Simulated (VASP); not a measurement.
Band structure of BeZn3O4 (space group I-42m). These are modified Becke-Johnson potential (mBJ), VASP's PBE PAW potentials (set 64) (plane waves; VASP) values and carry that method's errors.

mBJ is a potential without an energy functional, so only the levels count.

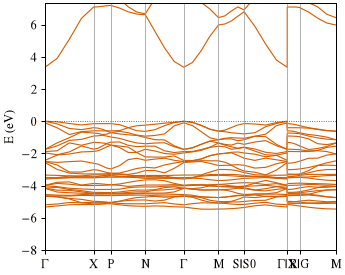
Fig. 1. Bands along high-symmetry lines, zero at the valence-band maximum or, without a gap, the Fermi level

**Question.** Read the plot: is there a gap, and where are the band edges?

**Answer.** The gap is direct, 3.35 eV, from the valence maximum at Γ to the conduction minimum at Γ.

The structure comes from a computed database's BeZn3O4 entry (I-42m); how it stands against other phases isn't given here. It was relaxed first. The cell's shape comes from a PBE relaxation.
